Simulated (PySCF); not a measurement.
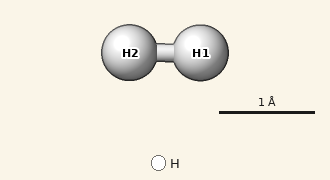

**Figure 1.** The structure (ball-and-stick view, seen on its broad side; atoms are numbered from 1 in the order of the input).

## H2: a changed input and its effect

System: H2.
Method of run 1: RKS PBE0-D4/def2-TZVPP, density fitting (PySCF 2.14.0).

The geometry comes from this level: PBE0-D4/def2-TZVP. Text and figures count atoms from 1; the logs count them from 0 in places.

The input, run 1:
```python
import json, numpy as np
from pyscf import gto, scf, dft, mp, cc
EV, BOHR = 27.211386245988, 0.529177210903
mol = gto.M(atom="""
H 0.011900 -2.582825 1.409315
H 0.219569 -1.884817 1.570366
""", basis="def2-tzvpp", charge=0, spin=0, max_memory=8670, verbose=0)
def mean_field(mol, dm=None):
    mf = dft.RKS(mol, xc="pbe0").density_fit()
    mf.conv_tol = 1e-9; mf.grids.level = 4
    mf.kernel(dm0=dm)
    if not mf.converged: mf = mf.newton().run(mf.mo_coeff, mf.mo_occ)
    assert mf.converged
    return mf
def d4(mol):
    from pyscf.dispersion.dftd4 import DFTD4Dispersion
    real = gto.M(atom=[(mol.atom_pure_symbol(i), mol.atom_coord(i)) for i in range(2)], unit='B', charge=mol.charge, spin=None, basis='def2-svp', verbose=0)
    r = DFTD4Dispersion(real, xc="pbe0", atm=True).get_dispersion(grad=True); return r["energy"], r["gradient"]
def energy_and_gradient(mol, dm=None):
    mf = mean_field(mol, dm); e, g = d4(mol)
    return mf, (mf.e_tot + e) * EV, (mf.nuc_grad_method().kernel()[:2] + g) * EV / BOHR
out = {}
mf = mean_field(mol); e = d4(mol)[0]
out.update(energy=(mf.e_tot + e) * EV, converged=True, dispersion=e * EV)
out['s2'] = mf.spin_square()[0]; out['nelec'] = mol.nelec
print(f"Total energy {out['energy']:.6f} eV, <S^2> {out['s2']:.4f}")
json.dump(out, open("out.json", "w"), default=float)
```

Launched with:
```bash
OMP_NUM_THREADS=4 python run.py
```

Hardware: 4 threads of Arm Neoverse V2, 23 GiB of memory available, shared host.

Output (run 1):
```
Total energy -31.798209 eV, <S^2> 0.0000
```

For run 2 the input was changed thus:
```diff
-    mf = dft.RKS(mol, xc="pbe0").density_fit()
+    mf = dft.RKS(mol, xc="pbe").density_fit()
-    r = DFTD4Dispersion(real, xc="pbe0", atm=True).get_dispersion(grad=True); return r["energy"], r["gradient"]
+    r = DFTD4Dispersion(real, xc="pbe", atm=True).get_dispersion(grad=True); return r["energy"], r["gradient"]
```

What does this change do to the results?

The total energies belong to different models, so their difference says nothing on which is more stable or more accurate. The functional changes from PBE0 to PBE.

Output (run 2):
```
Total energy -31.737565 eV, <S^2> 0.0000
```

The two runs side by side:

| quantity | run 1 | run 2 |
| --- | --- | --- |
| outcome | converged | converged |
| total energy (hartree) | −1.168563 | −1.166334 |
| basis functions | 28 | 28 |
| wall time (shared host) | 0.71 s | 0.7 s |
